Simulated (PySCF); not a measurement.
## C₃H₇FOSi: one change and its effect

System: C₃H₇FOSi.
Method of the first run: GIAO HF/pcSseg-1 NMR shielding, non-relativistic, gas phase (PySCF 2.14.0).

The geometry comes from this level: PBE0-D3(BJ)/def2-SVP. Text and figures count atoms from 1; the logs count them from 0 in places.

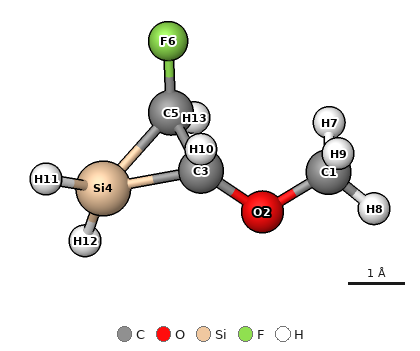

**Figure 1.** The input geometry (ball-and-stick view, seen at an oblique angle; atoms are numbered from 1 in the order of the input). Bond lengths as drawn: C–C 1.52 Å, C–F 1.36 Å, C–H 1.10 to 1.11 Å, C–O 1.38 to 1.40 Å, C–Si 1.88 Å and H–Si 1.48 Å.

Input, the first run:
```
{"job": {"kind": "nmr", "xc": "HF", "basis": "pcSseg-1", "pop": false}, "charge": 0, "multiplicity": 1}
C      1.948118     0.242320    -0.647068
O      1.180719    -0.026931     0.495009
C     -0.138669     0.354355     0.357216
Si    -1.601920    -0.311770     1.329060
C     -1.097033    -0.472709    -0.477336
F     -1.697839     0.107563    -1.552332
H      1.561298    -0.283853    -1.540122
H      2.972288    -0.102238    -0.450180
H      1.973630     1.325437    -0.874091
H     -0.294535     1.433077     0.155108
H     -2.594918     0.699914     1.765893
H     -1.505829    -1.533843     2.164710
H     -0.697519    -1.470747    -0.716970
```

The first line tells a small driver script what to run in PySCF; the rest is the geometry in Å.

Command:
```bash
OMP_NUM_THREADS=1 python <driver script> task.json out
```

Hardware: 1 CPU thread, shared host.

Output (the first run):
```
final grid: 105968 points
cycle   1  E = -580.6332780671  dE =  1.096e+00  |g| = 6.890e-01  |ddm| = 3.093e+00
cycle   2  E = -580.7261432932  dE = -9.287e-02  |g| = 4.048e-01  |ddm| = 6.646e-01
cycle   3  E = -580.7546052423  dE = -2.846e-02  |g| = 7.125e-02  |ddm| = 2.636e-01
cycle   4  E = -580.7564583617  dE = -1.853e-03  |g| = 1.500e-02  |ddm| = 1.041e-01
cycle   5  E = -580.7565598309  dE = -1.015e-04  |g| = 4.413e-03  |ddm| = 2.822e-02
cycle   6  E = -580.7565719156  dE = -1.208e-05  |g| = 1.510e-03  |ddm| = 1.016e-02
cycle   7  E = -580.7565736678  dE = -1.752e-06  |g| = 5.326e-04  |ddm| = 4.284e-03
cycle   8  E = -580.7565738632  dE = -1.954e-07  |g| = 1.794e-04  |ddm| = 1.547e-03
cycle   9  E = -580.7565738833  dE = -2.006e-08  |g| = 5.757e-05  |ddm| = 5.061e-04
cycle  10  E = -580.7565738853  dE = -1.987e-09  |g| = 1.722e-05  |ddm| = 1.595e-04
cycle  11  E = -580.7565738855  dE = -2.386e-10  |g| = 5.687e-06  |ddm| = 5.452e-05
converged SCF energy = -580.7565738855

GIAO shielding tensors (ppm)
atom      isotropic    diamagn.    paramagn.     s11        s22        s33       span
  0 C      136.895     241.900    -105.005    108.169    116.724    185.792     77.622
  1 O      346.399     396.067     -49.668    317.365    346.362    375.468     58.103
  2 C      137.120     247.379    -110.259    104.528    112.787    194.046     89.518
  3 Si     494.371     877.546    -383.175    418.630    435.060    629.422    210.792
  4 C      122.334     247.311    -124.978     71.289     98.830    196.882    125.592
  5 F      455.580     473.553     -17.973    411.269    439.062    516.408    105.138
  6 H       28.371      29.776      -1.405     24.137     27.295     33.681      9.545
  7 H       28.263      28.314      -0.051     23.931     25.535     35.324     11.393
  8 H       28.693      29.104      -0.412     25.137     26.200     34.741      9.603
  9 H       28.514      31.149      -2.635     24.426     28.771     32.346      7.920
 10 H       28.379      29.247      -0.868     24.034     26.057     35.047     11.013
 11 H       28.566      29.271      -0.705     24.296     26.167     35.235     10.939
 12 H       27.268      30.325      -3.057     24.632     27.599     29.573      4.941
```

The input of the second run differs as follows (lines with − go, lines with + come):
```diff
-"xc": "HF"
+"xc": "BLYP"
```

What does this change do to the results?

The total energies belong to different methods, so their difference says nothing on which is more stable or more accurate. The HOMO goes from −9.96 to −5.59 eV. The LUMO goes from 3.14 to −0.70 eV. The dipole moment goes from 0.86 to 0.55 D. Of all shieldings, the largest change is that of F6, by −56.6 ppm. The method changes from HF to BLYP. Exact exchange removes part of the self-interaction error of semilocal functionals, which pushes filled and empty levels apart. The SCF takes 15 iterations against 11.

Output (the second run):
```
coarse grid: 11400 points
cycle   1  E = -582.6936997326  dE =  6.439e-01  |g| = 7.870e-01  |ddm| = 3.230e+00
cycle   2  E = -582.2435000690  dE =  4.502e-01  |g| = 1.663e+00  |ddm| = 2.994e+00
cycle   3  E = -582.8071442586  dE = -5.636e-01  |g| = 1.525e-01  |ddm| = 2.501e+00
cycle   4  E = -582.8113236148  dE = -4.179e-03  |g| = 8.823e-02  |ddm| = 2.239e-01
cycle   5  E = -582.8124741709  dE = -1.151e-03  |g| = 3.032e-02  |ddm| = 7.892e-02
cycle   6  E = -582.8126266178  dE = -1.524e-04  |g| = 7.365e-03  |ddm| = 3.377e-02
cycle   7  E = -582.8126398569  dE = -1.324e-05  |g| = 1.462e-03  |ddm| = 8.884e-03
cycle   8  E = -582.8126402353  dE = -3.784e-07  |g| = 5.166e-04  |ddm| = 1.554e-03
final grid: 105968 points
cycle   9  E = -582.8861053007  dE = -2.832e-05  |g| = 1.060e-02  |ddm| = 2.216e-02
cycle  10  E = -582.8860439766  dE =  6.132e-05  |g| = 2.110e-02  |ddm| = 2.078e-02
cycle  11  E = -582.8861257443  dE = -8.177e-05  |g| = 1.740e-03  |ddm| = 1.497e-02
cycle  12  E = -582.8861264641  dE = -7.198e-07  |g| = 4.088e-04  |ddm| = 2.190e-03
cycle  13  E = -582.8861264996  dE = -3.546e-08  |g| = 1.403e-04  |ddm| = 5.079e-04
cycle  14  E = -582.8861265040  dE = -4.428e-09  |g| = 3.526e-05  |ddm| = 2.013e-04
cycle  15  E = -582.8861265043  dE = -3.073e-10  |g| = 1.273e-05  |ddm| = 6.153e-05
converged SCF energy = -582.8861265043

GIAO shielding tensors (ppm)
atom      isotropic    diamagn.    paramagn.     s11        s22        s33       span
  0 C      113.252     244.091    -130.840     79.703     87.064    172.989     93.286
  1 O      294.813     394.780     -99.967    260.233    287.341    336.864     76.631
  2 C      106.178     250.113    -143.935     68.804     77.294    172.436    103.633
  3 Si     439.592     880.989    -441.397    366.494    387.694    564.587    198.093
  4 C       90.726     249.333    -158.607     32.355     63.432    176.389    144.034
  5 F      398.937     472.725     -73.789    351.789    397.707    447.315     95.526
  6 H       27.780      30.353      -2.574     24.237     26.199     32.904      8.667
  7 H       27.727      28.372      -0.645     24.073     25.245     33.864      9.791
  8 H       28.139      29.225      -1.086     24.729     26.016     33.673      8.944
  9 H       27.757      31.459      -3.702     24.409     28.054     30.809      6.400
 10 H       28.084      29.216      -1.132     23.855     26.126     34.273     10.418
 11 H       28.257      29.249      -0.991     24.141     26.122     34.509     10.368
 12 H       26.442      30.835      -4.392     24.276     26.743     28.308      4.032
```

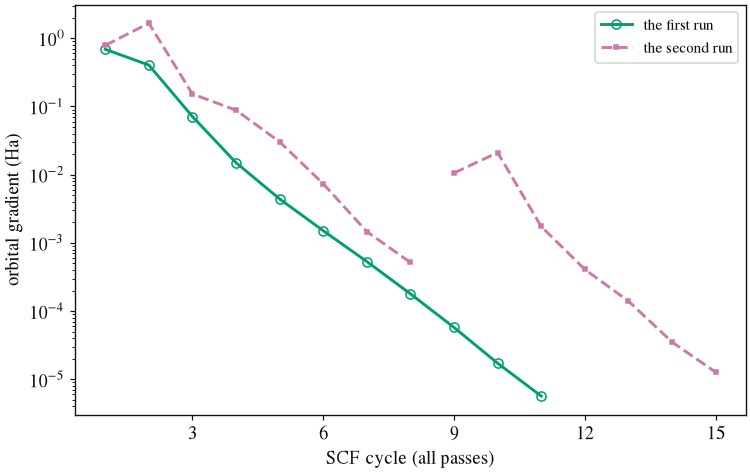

**Figure 2.** Convergence of the two runs: orbital gradient against the SCF cycle. A break in a curve parts two SCF passes (coarse and final grid). The first run takes 11 cycles in all, and the second run takes 15.

The two runs side by side:

```tsv
quantity	the first run	the second run
outcome	converged	converged
total energy (hartree)	−580.756574	−582.886127
HOMO (eV)	−9.96	−5.59
LUMO (eV)	3.14	−0.70
dipole moment (D)	0.86	0.55
shielding of C1 (ppm)	136.9	113.3
shielding of O2 (ppm)	346.4	294.8
shielding of C3 (ppm)	137.1	106.2
shielding of Si4 (ppm)	494.4	439.6
shielding of C5 (ppm)	122.3	90.7
shielding of F6 (ppm)	455.6	398.9
shielding of H13 (ppm)	27.3	26.4
SCF iterations	11	15
basis functions	144	144
wall time (shared host)	5.5 s	17 s
```
